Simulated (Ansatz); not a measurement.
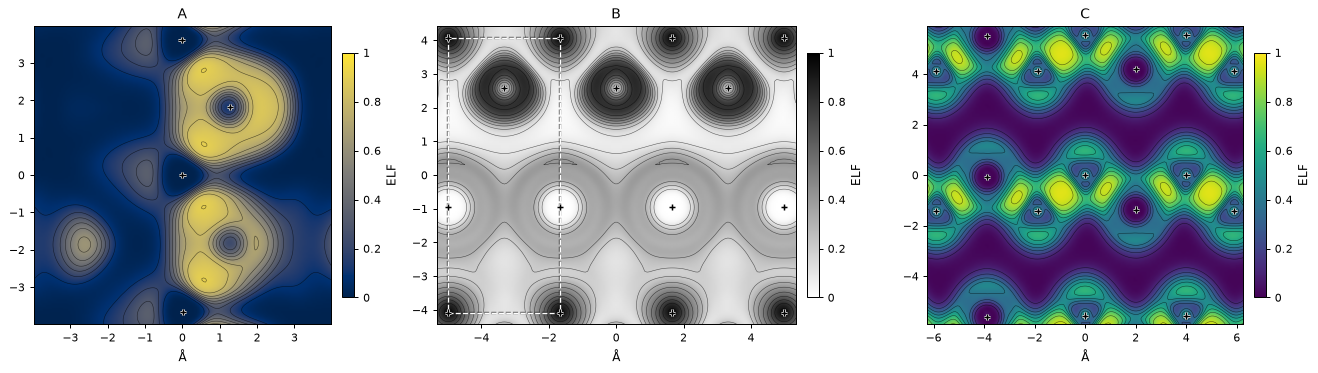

The ELF of 3 systems, each on a plane through atoms (crosses mark nuclei in the plane).

Method: DFT PBE, scalar-relativistic, plane waves, PAW in Ansatz 0.2.0.

System 1: Si$_{2}$Ge, the (100) plane of the conventional cell. Space group Imma; a generated structure, not necessarily the stable one.

```cif
data_structure
_symmetry_space_group_name_H-M 'P 1'
_symmetry_Int_Tables_number 1
_cell_length_a 3.9271
_cell_length_b 11.7871
_cell_length_c 5.5590
_cell_angle_alpha 90.000
_cell_angle_beta 90.000
_cell_angle_gamma 90.000
_cell_volume 257.32
loop_
_atom_site_label
_atom_site_type_symbol
_atom_site_fract_x
_atom_site_fract_y
_atom_site_fract_z
_atom_site_occupancy
Si1 Si 0.00000 0.57998 0.12889 1
Si2 Si 0.50000 0.07998 0.62889 1
Si3 Si 0.50000 0.92002 0.37111 1
Si4 Si 0.00000 0.42002 0.87111 1
Si5 Si 0.00000 0.92002 0.12889 1
Si6 Si 0.50000 0.42002 0.62889 1
Si7 Si 0.50000 0.57998 0.37111 1
Si8 Si 0.00000 0.07998 0.87111 1
Ge1 Ge 0.50000 0.25000 0.38330 1
Ge2 Ge 0.00000 0.75000 0.88330 1
Ge3 Ge 0.00000 0.25000 0.11670 1
Ge4 Ge 0.50000 0.75000 0.61670 1
```

System 2: Cd$_{3}$SnO, the (010) plane of the conventional cell. Space group Amm2; a structure from a database of computed crystals, not necessarily the ambient phase; a generated structure, not necessarily the stable one.

```yaml
crystal:
  lattice:
    - [0.00000, -3.32090, 0.00000]
    - [-5.69065, 0.00000, 5.65063]
    - [-5.74906, 0.00000, -5.79158]
  atoms:
    - { symbol: Cd, position: [0.00000, 0.22519, 0.78321] }
    - { symbol: Cd, position: [0.00000, 0.72519, 0.28321] }
    - { symbol: Cd, position: [0.50000, 0.49958, 0.62082] }
    - { symbol: Cd, position: [0.50000, 0.99958, 0.12082] }
    - { symbol: Cd, position: [0.00000, 0.77446, 0.78275] }
    - { symbol: Cd, position: [0.00000, 0.27446, 0.28275] }
    - { symbol: Sn, position: [0.50000, 0.00000, 0.50383] }
    - { symbol: Sn, position: [0.50000, 0.50000, 0.00383] }
    - { symbol: O, position: [0.00000, 0.99971, 0.93842] }
    - { symbol: O, position: [0.00000, 0.49971, 0.43842] }
```

System 3: BeSe$_{3}$, the (110) plane of the conventional cell. Space group P1; a generated structure, not necessarily the stable one; changed on purpose from its base cell (volume × 0.94, shape and atoms relaxed).

Match each panel to its system.

Answer. Panel A is system 3, BeSe$_{3}$: the plane holds Be and Se. Be–Se (2.22 Å): the ELF peaks at about 0.90 between the atoms: a polar covalent bond. Panel B is system 2, Cd$_{3}$SnO: the plane holds Cd, Sn and O. Cd–O (2.23 Å): the ELF peaks at about 0.85 in the valence shell of O, 0.6 Å from its nucleus, and drops to about 0.10 between the two atoms (no shared electron pair shows on this line). Panel C is system 1, Si$_{2}$Ge: the plane holds Si and Ge. Si–Si (2.37 Å): the ELF peaks at about 0.95 between the atoms; a shared electron pair.
